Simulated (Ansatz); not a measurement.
Partial pair distribution functions of a relaxed model of amorphous Zr$_{20}$O$_{41}$Cu$_{2}$, broadened by 0.06 Å; density 5.36 g/cm³. All values below come from PBE, scalar-relativistic without spin-orbit coupling (plane waves to 420 eV, PAW; Ansatz, an electronic-structure program).

A CHGNet melt-quench gave the starting glass, which DFT then relaxed. O atoms were pushed apart under 1.9 Å during the dynamics, to hinder bonds among them. The hot cell started wider than the set density and was brought back towards it in steps. It is the lowest in DFT energy of 2 quenches. It is a model cell: composition and starting density were chosen by hand, and all elements were melted together. No dispersion term was used. Its density started from a set value of 5.36 and ended at 5.36 g/cm³. The quench (nominally 300 K/ps over its main leg) was far faster than any real one, so the model tends to hold more defects than a real film. One small periodic cell is one sample of the glass; other quenches scatter about these values. The volume was held where the preparation left it and the shape relaxed, at a PBE pressure of -0.9 GPa (tension). Stress components on the final sampling reach 1.0 GPa.

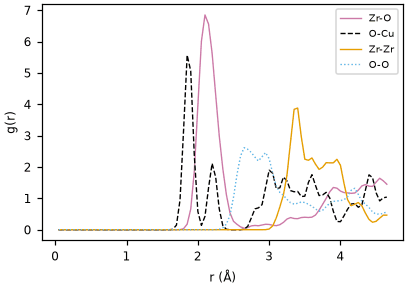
Fig. 1. Partial pair distribution functions

Highest peaks under 4.5 Å: Zr-O near 2.10 Å, O-Cu near 1.85 Å, Zr-Zr near 3.40 Å, O-O near 2.65 Å; pairs of few atoms are noisy.

Within 2.62 Å each Zr has 6.40 O neighbours on average.
